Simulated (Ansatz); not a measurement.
# CH7BGa2: two geometries relaxed

Are the two ends of the shift of H8 from C2 to B1 separate minima, and which lies lower? Each is relaxed from a guess. SMILES of the start: B[CH2][GaH][GaH2].

All numbers below are computed with Ansatz 0.2.0 (RKS PBE0/def2-SVP).

### Step 1. The starting structure

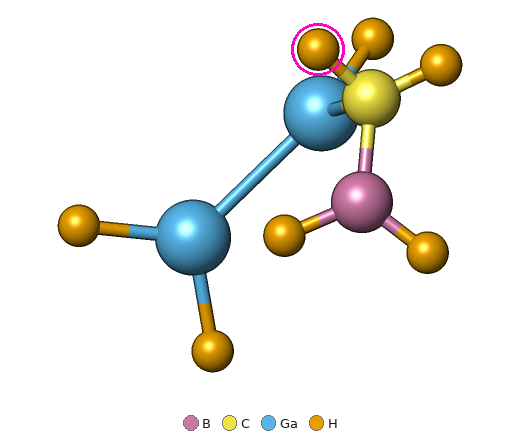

The starting structure, seen from a free direction (boron pink, carbon yellow, gallium blue, hydrogen amber). Ringed: H8.

Structure file:

```xyz
11

B    -0.9240    1.2810   -0.2092
C     0.5079    1.5492    0.2182
Ga    0.9513   -0.4352    0.8404
Ga   -0.1699   -2.2793   -0.5096
H    -1.1144    0.5765   -1.1551
H    -1.8433    1.6095    0.4407
H     0.7053    2.2537    1.0296
H     1.2512    1.6805   -0.5802
H     2.0133   -0.5210    2.1433
H     0.3127   -2.8642   -1.9767
H    -1.6900   -2.8507   -0.2413
```

### Step 2. End point A

Input file input.yaml:

```yaml
crystal:
  periodic: [false, false, false]
  atoms:
    - { symbol: B, position_ang: [-0.92403, 1.28097, -0.20921] }
    - { symbol: C, position_ang: [0.5079, 1.5492, 0.2182] }
    - { symbol: Ga, position_ang: [0.9513, -0.43516, 0.84042] }
    - { symbol: Ga, position_ang: [-0.16987, -2.27926, -0.50959] }
    - { symbol: H, position_ang: [-1.1144, 0.57647, -1.15513] }
    - { symbol: H, position_ang: [-1.84333, 1.60953, 0.44067] }
    - { symbol: H, position_ang: [0.70529, 2.25369, 1.02956] }
    - { symbol: H, position_ang: [1.25123, 1.68048, -0.58018] }
    - { symbol: H, position_ang: [2.01326, -0.52104, 2.14328] }
    - { symbol: H, position_ang: [0.31266, -2.8642, -1.97674] }
    - { symbol: H, position_ang: [-1.69001, -2.85069, -0.24128] }
basis:
  gaussian: { orbitals: def2-SVP }
hamiltonian:
  xc: pbe0
relax:
  f_tol: 0.02
  max_steps: 50
```

Launch:

```bash
$ ansatz run input.yaml --threads 2 --pin off --max-ram 3072MiB --backend cpu --events-out ev --progress --plain --runs-dir out
```

Output (excerpt; [...] marks lines left out):

```text
Warning: RAYON_NUM_THREADS=2 ignored (pool sized by the plan → 2); use --threads N
[...]
Functional definition: PBE0
[...]
1384 factors; integrals over basis functions are off by at most 3.0e-4 eV
[...]
mean field -106551.21790753 eV, -3915.6850350921 hartree, gradient 2.0e-5 eV, S^2 0.000000; 0 other end points of the search recorded, 0 dependent functions left out
[...]
reference -106551.21794342 eV, -3915.6850364112 hartree; 40, 40 occupied and 87, 87 virtual orbitals, 1384 factors
relax step   1: F+E_penalty+E_count = -106551.21790753 eV  Δ(F+E_penalty+E_count) = +0.000e0 eV  max|allowed force component| = 1.008e0 eV/Å  Δτ_max = 0.0000 Å  (27 SCF iters, accepted)
[...]
relax step   4: F+E_penalty+E_count = -106551.55687714 eV  Δ(F+E_penalty+E_count) = -1.684e-2 eV  max|allowed force component| = 1.953e-1 eV/Å  Δτ_max = 0.0679 Å  (29 SCF iters, accepted)
[...]
relax step   7: F+E_penalty+E_count = -106551.62329838 eV  Δ(F+E_penalty+E_count) = -3.088e-2 eV  max|allowed force component| = 2.052e-1 eV/Å  Δτ_max = 0.1957 Å  (29 SCF iters, accepted)
[...]
relax step  10: F+E_penalty+E_count = -106551.68828407 eV  Δ(F+E_penalty+E_count) = -1.097e-2 eV  max|allowed force component| = 2.156e-1 eV/Å  Δτ_max = 0.0712 Å  (30 SCF iters, accepted)
[...]
relax step  12: F+E_penalty+E_count = -106551.69081187 eV  Δ(F+E_penalty+E_count) = -2.483e-3 eV  max|allowed force component| = 2.821e-2 eV/Å  Δτ_max = 0.0236 Å  (31 SCF iters, accepted)
[...]
relax step  13: F+E_penalty+E_count = -106551.69099036 eV  Δ(F+E_penalty+E_count) = -1.785e-4 eV  max|allowed force component| = 1.234e-2 eV/Å  Δτ_max = 0.0073 Å  (25 SCF iters, accepted)
1384 factors; integrals over basis functions are off by at most 4.3e-4 eV
mean field -106551.69099036 eV, -3915.7024205657 hartree, gradient 1.5e-5 eV, S^2 0.000000; 1 other end points of the search recorded, 0 dependent functions left out
[...]
reference -106551.69102511 eV, -3915.7024218425 hartree; 40, 40 occupied and 87, 87 virtual orbitals, 1384 factors
Total energy: -106551.69102511 eV, -3915.7024218425 hartree
Atom 0 at    -0.742657     0.781294    -0.190200 Å, force     0.005930    -0.000169     0.001740 eV/Å
Atom 1 at     0.523553     1.506061     0.152577 Å, force    -0.012344    -0.000081    -0.006147 eV/Å
Atom 2 at     0.921208    -0.410163     0.955880 Å, force    -0.007965    -0.008086    -0.003475 eV/Å
Atom 3 at    -0.461027    -1.785367    -0.529980 Å, force     0.000408    -0.001325     0.007398 eV/Å
Atom 4 at    -0.831109     0.103668    -1.238515 Å, force    -0.001740    -0.002884    -0.003419 eV/Å
Atom 5 at    -1.720902     0.778319     0.523783 Å, force    -0.001091     0.000292    -0.000684 eV/Å
Atom 6 at     0.544185     2.280013     0.927735 Å, force     0.006572     0.000886     0.005416 eV/Å
Atom 7 at     1.353555     1.593653    -0.565837 Å, force     0.003117    -0.001288    -0.001390 eV/Å
Atom 8 at     2.061582    -0.345944     2.017600 Å, force     0.002137     0.003476     0.003243 eV/Å
Atom 9 at     0.259652    -2.222232    -1.861315 Å, force     0.000541     0.005499    -0.003798 eV/Å
Atom 10 at    -1.908041    -2.279311    -0.191726 Å, force     0.004436     0.003681     0.001116 eV/Å
Dipole moment:     0.272407     0.087009     0.209558 e Å
```

It took 34 s on 2 threads of Intel Xeon 6975P-C (Granite Rapids), shared host; peak memory 0.36 GiB.

Step by step:

| step | energy from step 1 (eV) | largest force component (eV/Å) |
| --- | --- | --- |
| 1 | 0.0000 | 1.0075 |
| 2 | -0.3023 | 0.5329 |
| 3 | -0.3221 | 0.4147 |
| 4 | -0.3390 | 0.1953 |
| 5 | -0.3557 | 0.1393 |
| 6 | -0.3745 | 0.2088 |
| 7 | -0.4054 | 0.2052 |
| 8 | -0.4474 | 0.2485 |
| 9 | -0.4594 | 0.2517 |
| 10 | -0.4704 | 0.2156 |
| 11 | -0.4704 | 0.1128 |
| 12 | -0.4729 | 0.0282 |
| 13 | -0.4731 | 0.0123 |

Step 1 is the start.

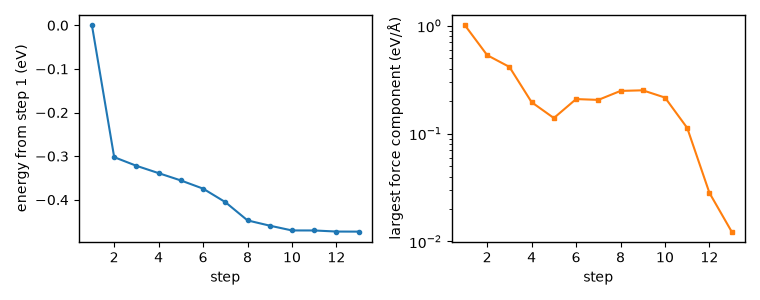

Energy and largest force along the relaxation.

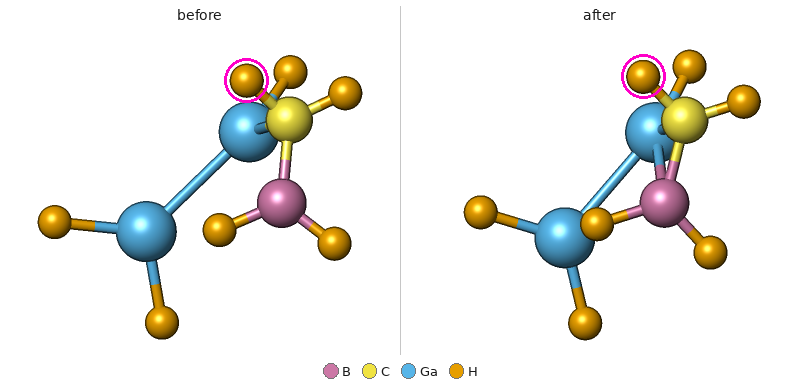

The structure before (left) and after (right), drawn at the same scale.

After: Bond lengths: B1–C2 1.499 Å, B1–Ga3 2.346 Å, C2–Ga3 2.115 Å, Ga3–Ga4 2.451 Å, B1–H5 1.251 Å, B1–H6 1.211 Å, C2–H7 1.096 Å, C2–H8 1.101 Å, Ga3–H9 1.559 Å, Ga4–H10 1.576 Å, Ga4–H11 1.566 Å. Angles (14 of 21 angles, heavy atoms first): B1–C2–Ga3 78.9°, C2–B1–Ga3 62.3°, B1–Ga3–C2 38.8°, B1–Ga3–Ga4 65.7°, C2–Ga3–Ga4 99.9°, B1–C2–H7 121.3°, B1–C2–H8 121.7°, Ga3–C2–H7 111.6°, Ga3–C2–H8 100.3°, C2–B1–H5 120.9°, C2–B1–H6 123.3°, Ga3–B1–H5 100.6°, Ga3–B1–H6 106.5°, B1–Ga3–H9 146.2°.

Pairs that crossed the distance rule for bonds on the way: came closer B1–Ga3.

### Step 3. Relaxing end B

The second end starts from a geometry with the move made by hand.

input.yaml, as its differences from that of step 2:

```diff
@@ -10,3 +10,3 @@
     - { symbol: H, position_ang: [0.70529, 2.25369, 1.02956] }
-    - { symbol: H, position_ang: [1.25123, 1.68048, -0.58018] }
+    - { symbol: H, position_ang: [-0.45584, 2.28272, -0.59157] }
     - { symbol: H, position_ang: [2.01326, -0.52104, 2.14328] }
```

Launch:

```bash
$ ansatz run input.yaml --threads 2 --pin off --max-ram 3072MiB --backend cpu --events-out ev --progress --plain --runs-dir out
```

Output (excerpt; [...] marks lines left out):

```text
Warning: RAYON_NUM_THREADS=2 ignored (pool sized by the plan → 2); use --threads N
[...]
[... 1 set-up line as earlier in the session ...]
[...]
1384 factors; integrals over basis functions are off by at most 2.8e-4 eV
[...]
mean field -106548.20514205 eV, -3915.5743180029 hartree, gradient 8.6e-5 eV, S^2 0.000000; 0 other end points of the search recorded, 0 dependent functions left out
[...]
reference -106548.20517749 eV, -3915.5743193053 hartree; 40, 40 occupied and 87, 87 virtual orbitals, 1384 factors
relax step   1: F+E_penalty+E_count = -106548.20514205 eV  Δ(F+E_penalty+E_count) = +0.000e0 eV  max|allowed force component| = 3.491e0 eV/Å  Δτ_max = 0.0000 Å  (27 SCF iters, accepted)
[...]
relax step   5: F+E_penalty+E_count = -106550.83220547 eV  Δ(F+E_penalty+E_count) = -3.338e-1 eV  max|allowed force component| = 8.787e-1 eV/Å  Δτ_max = 0.2000 Å  (30 SCF iters, accepted)
[...]
relax step   9: F+E_penalty+E_count = -106551.32857984 eV  Δ(F+E_penalty+E_count) = -8.457e-2 eV  max|allowed force component| = 1.083e0 eV/Å  Δτ_max = 0.1151 Å  (29 SCF iters, accepted)
[...]
relax step  13: F+E_penalty+E_count = -106551.52446104 eV  Δ(F+E_penalty+E_count) = -1.088e-2 eV  max|allowed force component| = 1.137e-1 eV/Å  Δτ_max = 0.1500 Å  (29 SCF iters, accepted)
[...]
relax step  15: F+E_penalty+E_count = -106551.53880424 eV  Δ(F+E_penalty+E_count) = -8.543e-3 eV  max|allowed force component| = 1.201e-1 eV/Å  Δτ_max = 0.1671 Å  (29 SCF iters, accepted)
[...]
relax step  16: F+E_penalty+E_count = -106551.54807817 eV  Δ(F+E_penalty+E_count) = -9.274e-3 eV  max|allowed force component| = 2.731e-1 eV/Å  Δτ_max = 0.1952 Å  (28 SCF iters, accepted)
[...]
1384 factors; integrals over basis functions are off by at most 1.1e-3 eV
[...]
mean field -106551.55635353 eV, -3915.6974727532 hartree, gradient 1.7e-5 eV, S^2 0.000000; 0 other end points of the search recorded, 0 dependent functions left out
[...]
reference -106551.55638918 eV, -3915.6974740634 hartree; 40, 40 occupied and 87, 87 virtual orbitals, 1384 factors
```

### Step 4. The output, continued: end point B relaxed

The log, continued (excerpt; [...] marks lines left out):

```text
relax step  17: F+E_penalty+E_count = -106551.55635353 eV  Δ(F+E_penalty+E_count) = -8.275e-3 eV  max|allowed force component| = 4.271e-1 eV/Å  Δτ_max = 0.1770 Å  (29 SCF iters, accepted)
[...]
relax step  20: F+E_penalty+E_count = -106551.63640041 eV  Δ(F+E_penalty+E_count) = -3.703e-2 eV  max|allowed force component| = 3.335e-1 eV/Å  Δτ_max = 0.1913 Å  (29 SCF iters, accepted)
[...]
relax step  23: F+E_penalty+E_count = -106551.68692626 eV  Δ(F+E_penalty+E_count) = -9.828e-3 eV  max|allowed force component| = 1.973e-1 eV/Å  Δτ_max = 0.0873 Å  (30 SCF iters, accepted)
[...]
relax step  26: F+E_penalty+E_count = -106551.69083057 eV  Δ(F+E_penalty+E_count) = -3.361e-4 eV  max|allowed force component| = 2.174e-2 eV/Å  Δτ_max = 0.0114 Å  (31 SCF iters, accepted)
[...]
Atom 1 at     0.239411     1.599363     0.136801 Å, force    -0.003855    -0.003568     0.002630 eV/Å
Atom 2 at     0.884072    -0.284440     0.856286 Å, force     0.005869    -0.002074    -0.004044 eV/Å
Atom 3 at    -0.499111    -1.754898    -0.531565 Å, force     0.005044    -0.005971     0.001386 eV/Å
Atom 4 at    -1.114679     0.097124    -1.147160 Å, force     0.001418     0.000822    -0.001425 eV/Å
Atom 5 at    -1.881465     0.661556     0.708845 Å, force    -0.000512     0.000328     0.000044 eV/Å
Atom 6 at     0.268718     2.360573     0.924307 Å, force     0.002055     0.001475    -0.000606 eV/Å
Atom 7 at     0.984525     1.770163    -0.655943 Å, force     0.001092     0.000892    -0.000036 eV/Å
Atom 8 at     2.111923    -0.127376     1.804858 Å, force    -0.001385     0.003279     0.004040 eV/Å
Atom 9 at     0.133921    -2.087185    -1.935977 Å, force    -0.004171     0.001651    -0.001172 eV/Å
Atom 10 at    -1.851509    -2.397571    -0.075249 Å, force    -0.002276     0.002697    -0.000261 eV/Å
Dipole moment:     0.280418     0.107579     0.186326 e Å
```

Wall time 80 s (2 threads of Intel Xeon 6975P-C (Granite Rapids), shared host); peak memory 0.36 GiB.

The steps of the relaxation:

| step | energy from step 1 (eV) | largest force component (eV/Å) |
| --- | --- | --- |
| 1 | 0.0000 | 3.4911 |
| 2 | -1.2740 | 2.4338 |
| 3 | -1.9305 | 1.6109 |
| 4 | -2.2933 | 1.4225 |
| 5 | -2.6271 | 0.8787 |
| 6 | -2.8327 | 1.1270 |
| 7 | -2.9806 | 0.8083 |
| 8 | -3.0389 | 1.6614 |
| 9 | -3.1234 | 1.0832 |
| 10 | -3.2165 | 0.7250 |
| 11 | -3.2845 | 0.3743 |
| 12 | -3.3084 | 0.2367 |
| 13 | -3.3193 | 0.1137 |
| 14 | -3.3251 | 0.0704 |
| 15 | -3.3337 | 0.1201 |
| 16 | -3.3429 | 0.2731 |
| 17 | -3.3512 | 0.4271 |
| 18 | -3.3626 | 0.4992 |
| 19 | -3.3942 | 0.4030 |
| 20 | -3.4313 | 0.3335 |
| 21 | -3.4501 | 0.5172 |
| 22 | -3.4720 | 0.4102 |
| 23 | -3.4818 | 0.1973 |
| 24x | -3.4477 | 0.4210 |
| 25 | -3.4854 | 0.0345 |
| 26 | -3.4857 | 0.0217 |
| 27x | -3.4857 | 0.0225 |
| 28 | -3.4859 | 0.0060 |

Step 1 is the start. 2 steps were tried and not accepted (marked x).

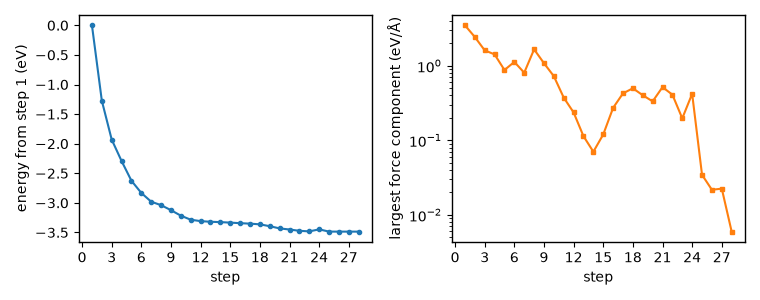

Energy and largest force along the relaxation.

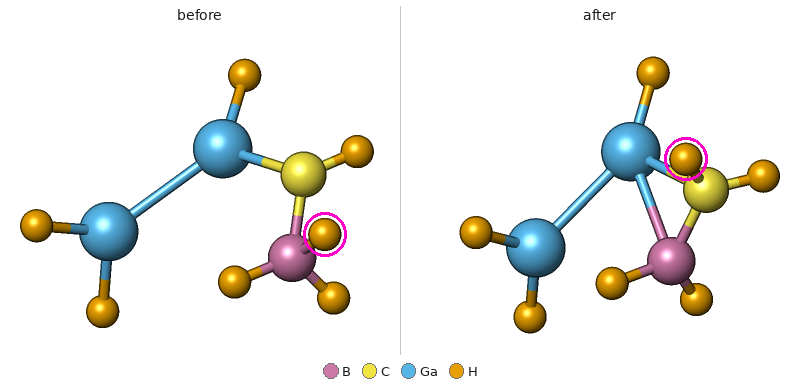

The structure before (left) and after (right), drawn at the same scale.

After: Bond lengths: B1–C2 1.498 Å, B1–Ga3 2.344 Å, C2–Ga3 2.117 Å, Ga3–Ga4 2.450 Å, B1–H5 1.252 Å, B1–H6 1.211 Å, C2–H7 1.096 Å, C2–H8 1.101 Å, Ga3–H9 1.560 Å, Ga4–H10 1.576 Å, Ga4–H11 1.565 Å. Angles (14 of 21 angles, heavy atoms first): B1–C2–Ga3 78.8°, C2–B1–Ga3 62.4°, B1–Ga3–C2 38.8°, B1–Ga3–Ga4 65.7°, C2–Ga3–Ga4 99.8°, B1–C2–H7 121.4°, B1–C2–H8 121.7°, Ga3–C2–H7 111.5°, Ga3–C2–H8 100.2°, C2–B1–H5 120.9°, C2–B1–H6 123.3°, Ga3–B1–H5 100.7°, Ga3–B1–H6 106.4°, B1–Ga3–H9 146.0°.

Pairs that crossed the distance rule for bonds on the way: came closer B1–Ga3, C2–H8; moved apart B1–H8.

### Step 5. Results

| quantity | value |
| --- | --- |
| end A | 12 moves, 0.473 eV lower |
| end B | 25 moves, 3.486 eV lower |
| largest difference between the ends | 0.01 Å |
| end B relative to end A | -0.000 eV |

Both starts fell into the same minimum (no atom differs by more than 0.01 Å), so from this start no second minimum was found and no band was run; another arrangement could still be one.
